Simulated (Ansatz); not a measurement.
# Calculations on C3H7BN2

### Relaxation

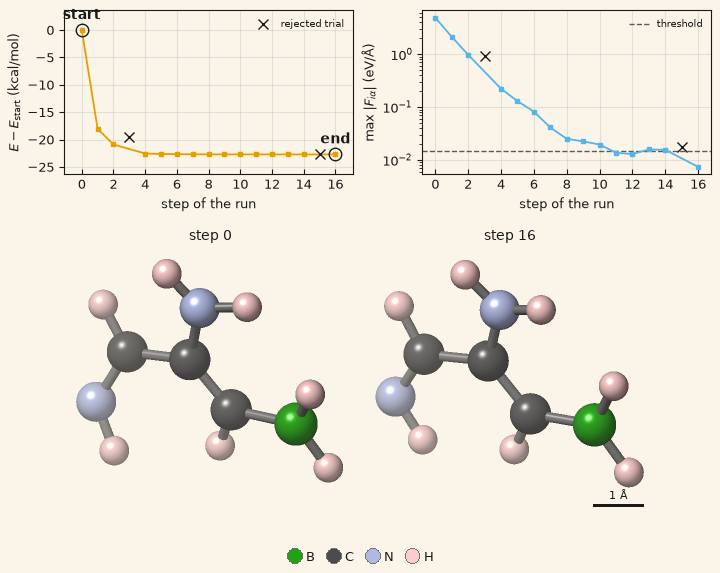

First and last geometry of a relaxation of C₃H₇BN₂, with the history of the run. The picture is a ball-and-stick view, seen at a tilt.

The run prepares an end point of a later path (torsion) calculation, from a guessed geometry.

Theory: RKS B3LYP/def2-SVP in Ansatz.

The input:
```yaml
crystal:
  periodic: [false, false, false]
  atoms:
    - { symbol: B, position_ang: [-1.1461, -1.8804, 0.1398] }
    - { symbol: C, position_ang: [-0.7926, -0.3354, 0.3468] }
    - { symbol: C, position_ang: [0.2454, 0.2849, -0.2164] }
    - { symbol: "N", position_ang: [1.1917, -0.3635, -1.1677] }
    - { symbol: C, position_ang: [0.5927, 1.691, 0.0977] }
    - { symbol: "N", position_ang: [0.2572, 2.2825, 1.2311] }
    - { symbol: H, position_ang: [-0.4883, -2.6022, -0.4495] }
    - { symbol: H, position_ang: [-2.1309, -2.2301, 0.646] }
    - { symbol: H, position_ang: [-1.4545, 0.2337, 1.037] }
    - { symbol: H, position_ang: [1.9651, 0.114, -1.514] }
    - { symbol: H, position_ang: [0.8929, -1.3126, -1.5408] }
    - { symbol: H, position_ang: [1.1973, 2.2753, -0.5765] }
    - { symbol: H, position_ang: [-0.3095, 1.8081, 1.9813] }
basis:
  gaussian: { orbitals: def2-SVP }
hamiltonian:
  xc: b3lyp
relax:
  f_tol: 0.015
  max_steps: 40
```

Launched with:
```bash
ansatz run input.yaml --threads 2 --pin off --max-ram 3072MiB --backend cpu --events-out ev --progress --plain --runs-dir out
```

What do the curves and the structures tell?

Answer. It converged. After 14 accepted moves (16 points after the start) the energy has fallen by 22.7 kcal/mol. The largest force component goes from 4.9 to 0.0074 eV/Å. The line search rejected the trial steps at points 3, 15 of the run. The atom that moves furthest after the best rigid fit is H13 (0.33 Å). By element the largest moves are H 0.33 Å, N 0.15 Å, C 0.12 Å, B 0.05 Å. Near-neighbour distances that change, for instance: C3–N4 1.490 → 1.352 Å, B1–C2 1.598 → 1.508 Å, B1–H7 1.141 → 1.217 Å, C5–N6 1.322 → 1.268 Å. Among the angles between lasting bonds that change: C5–N6–H13 123.1° → 110.9°, C2–B1–H8 115.0° → 121.5°, C3–C5–H12 120.9° → 114.6°.

### Relaxation

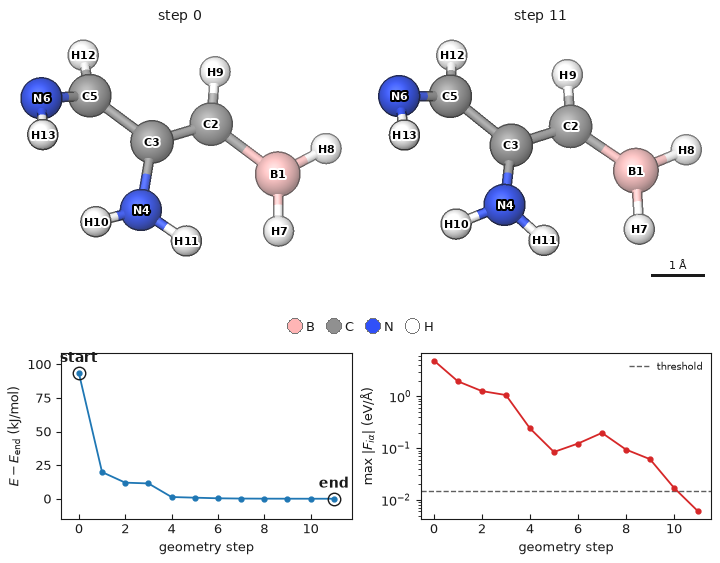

First and last geometry of a relaxation of C$_{3}$H$_{7}$BN$_{2}$, with the history of the run. Style: ball-and-stick. Shown at a tilt.

The run prepares an end point of a later path (torsion) calculation, from a guessed geometry.

Theory: Ansatz 0.2.0, RKS B3LYP/def2-SVP.

Input file:
```yaml
crystal:
  periodic: [false, false, false]
  atoms:
    - { symbol: B, position_ang: [-1.1461, -1.8804, 0.1398] }
    - { symbol: C, position_ang: [-0.7926, -0.3354, 0.3468] }
    - { symbol: C, position_ang: [0.2454, 0.2849, -0.2164] }
    - { symbol: "N", position_ang: [1.1917, -0.3635, -1.1677] }
    - { symbol: C, position_ang: [0.5927, 1.691, 0.0977] }
    - { symbol: "N", position_ang: [1.26696, 2.47102, -0.72932] }
    - { symbol: H, position_ang: [-0.4883, -2.6022, -0.4495] }
    - { symbol: H, position_ang: [-2.1309, -2.2301, 0.646] }
    - { symbol: H, position_ang: [-1.4545, 0.2337, 1.037] }
    - { symbol: H, position_ang: [1.9651, 0.114, -1.514] }
    - { symbol: H, position_ang: [0.8929, -1.3126, -1.5408] }
    - { symbol: H, position_ang: [0.24736, 2.15634, 1.00637] }
    - { symbol: H, position_ang: [1.63498, 2.14105, -1.65921] }
basis:
  gaussian: { orbitals: def2-SVP }
hamiltonian:
  xc: b3lyp
relax:
  f_tol: 0.015
  max_steps: 40
```

Launched with:
```bash
ansatz run input.yaml --threads 2 --pin off --max-ram 3072MiB --backend cpu --events-out ev --progress --plain --runs-dir out
```

### What do the curves and the structures tell?

It converged. The atom that moves furthest after the best rigid fit is H12 (0.17 Å). Largest moves by element: H 0.17 Å, N 0.16 Å, C 0.10 Å, B 0.08 Å. Near-neighbour distances that change, for instance: C3–N4 1.490 → 1.359 Å, B1–C2 1.598 → 1.514 Å, B1–H7 1.141 → 1.216 Å, C2–C3 1.334 → 1.383 Å. Among the angles between lasting bonds that change: C5–N6–H13 123.1° → 111.3°, C3–C5–H12 120.9° → 114.1°, C2–B1–H8 115.0° → 121.5°. After 11 geometry steps the energy has fallen by 93.5 kJ/mol. The largest force component goes from 4.9 to 0.006 eV/Å. The run took 45 s on 2 threads of Arm Neoverse V1, on a shared host, peak memory 0.28 GiB.

### Path

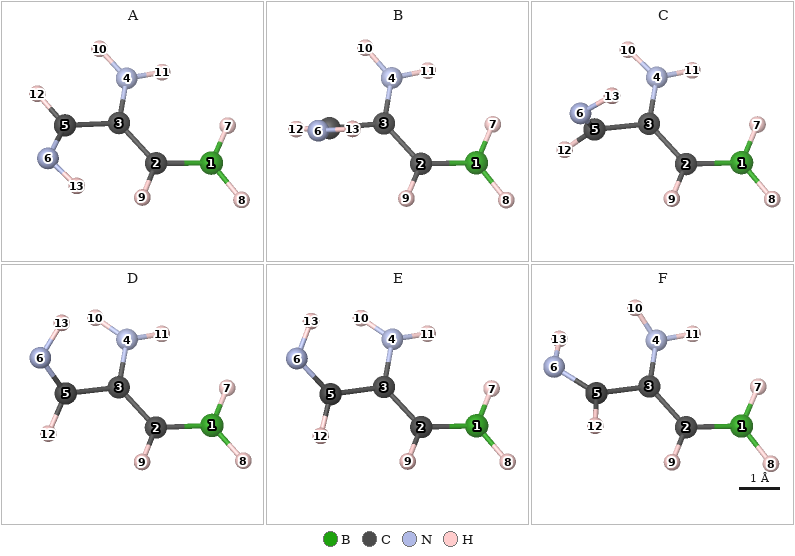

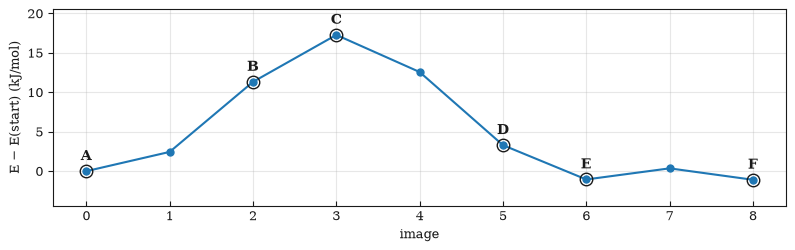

A nudged-elastic-band calculation for C3H7BN2. Images are numbered from 0 (start) to 8 (end). Frames A to F are images 0, 2, 3, 5, 6, 8. A ball-and-stick model, seen at a tilt.

All numbers below come from Ansatz 0.2.0, RKS B3LYP/def2-SVP. Set-up: 7 movable images; climbing image; force threshold 0.05 eV/Å; iteration limit 60; starting path through a guess of the saddle point.

Question: Read off the barrier and say what moves.

Answer: Forward barrier 17.3 kJ/mol, backward barrier 18.4 kJ/mol, with image 3 at the top; the reaction energy is −1.1 kJ/mol. The profile has 2 maxima (images 3, 7) with a dip at image 6 (−1.1 kJ/mol), so the process runs in steps. The path has more than one stage, and so few images may leave a stage unresolved. No bond forms or breaks between the ends. Bond angles that change up to the highest image, for instance: C3–C5–N6 128.2° → 126.1°, C2–C3–C5 122.5° → 120.4°. The band converged in 15 iterations. The largest component of the band force went from 50 to 0.023 eV/Å. The climbing image converged on the top of the path. Its vibrational analysis gives one imaginary mode (136i cm⁻¹), as a transition state must have.
